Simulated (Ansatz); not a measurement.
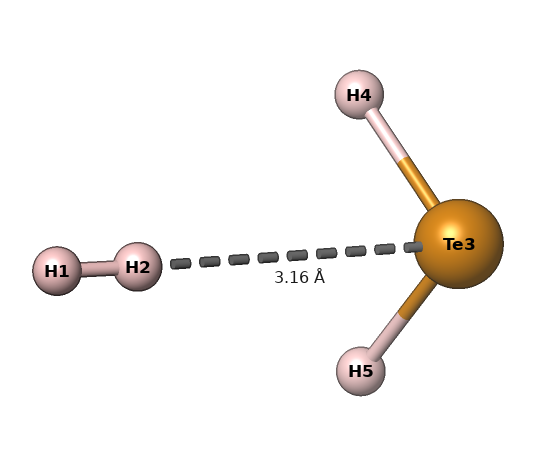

Two molecules or ions; the broken line marks their closest contact (measured against van der Waals radii). Geometry: a pair of rigid molecules at a changed separation. Program: Ansatz 0.2.0.

Which two species are they?

Answer. H2 and H2Te (`[H][H].[TeH2]`).

Give the counterpoise-corrected interaction energy (kJ/mol, monomers kept as in the pair) with RHF-CCSD(T) (frozen core)/def2-TZVPPD; PBE-D4/def2-TZVPPD; B3LYP-D4/def2-TZVPPD; PBE0-D4/def2-TZVPPD; ωB97M-V/def2-TZVPPD; r2SCAN-D4/def2-TZVPPD.

```tsv
level	interaction energy (kJ/mol)
RHF-CCSD(T) (frozen core)/def2-TZVPPD	+1.3
PBE-D4/def2-TZVPPD	−1.9
B3LYP-D4/def2-TZVPPD	0.0
PBE0-D4/def2-TZVPPD	−1.2
ωB97M-V/def2-TZVPPD	+0.2
r2SCAN-D4/def2-TZVPPD	+1.1
```
